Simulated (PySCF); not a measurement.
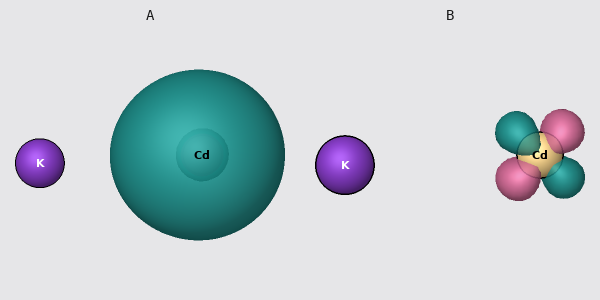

The picture shows: KCd (doublet). Two frontier β-spin orbitals, each drawn at the value that holds 80 % of its norm (teal and pink are the two phases), in no order; of a degenerate pair one member is drawn.

Core potentials replace the inner electrons of Cd.

Level of theory: PySCF, PBE0/def2-SVP, non-relativistic Hamiltonian with scalar-relativistic core potentials where named, at a bond length of 4.018 Å.

**Name the orbitals and rank them from lowest to highest energy.**

Orbital B: π, occupied in this spin, −13.73 eV; almost wholly on Cd.
Orbital A: σ, occupied in this spin, −6.35 eV; mainly on Cd (95 %).
